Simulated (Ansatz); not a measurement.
# Calibrating B3LYP-D4/def2-TZVPP on Ga-containing molecules

The vertical ionisation energy (cation less neutral) in eV of 7 Ga-containing molecules: x at B3LYP-D4/def2-TZVPP, y at CCSD(T)/def2-TZVPP. Shapes, held fixed at every level: PBE0-D4/def2-TZVP. Programs: Ansatz 0.2.0.

```
              molecule  x (eV)  y (eV)
GaBr (SMILES [Ga][Br])    9.65    9.53
GaCl (SMILES [Cl][Ga])    9.94    9.79
             GaH3(NH3)    9.94   10.12
             PH3(GaH3)   10.19   10.35
             GaH3(SH2)   10.25       ?
             GaH3(OH2)   10.25   10.45
  GaF (SMILES [F][Ga])   10.62   10.38
```

Task: Fit y = c + s·x to the known rows and predict y for GaH3(SH2).

Result: 
1. Means of the 6 rows: x = 10.0983, y = 10.103.
2. Σ(Δx)² = 0.55468, Σ(Δx·Δy) = 0.52353, so the slope is 0.52353/0.55468 = 0.94384.
3. Intercept: 10.103 − (0.94384) × 10.0983 = 0.572. The largest residual of the fit is 0.22.
4. GaH3(SH2): 0.572 + 0.94384 × 10.25 = 10.25 eV.

CCSD(T)/def2-TZVPP gives 10.44 eV, so the prediction is off by -0.19 eV, within the largest residual. Uncorrected, B3LYP-D4/def2-TZVPP misses GaH3(SH2) by -0.19 eV, and the other rows by 0.17 on average. The line doesn't help this one. Left out in turn, the other rows are missed by 0.30 eV on average, worse than no correction. Cations run unrestricted. Relativity is left out for Br, Ga. Outer-core shells of Br, Ga are correlated, in sets that cover them unevenly.

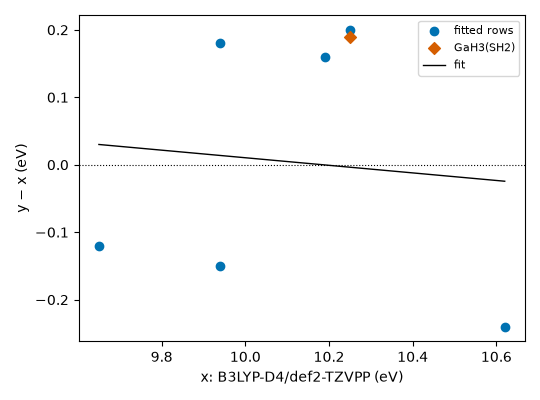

The correction y − x against x, with the fitted line and the withheld molecule.
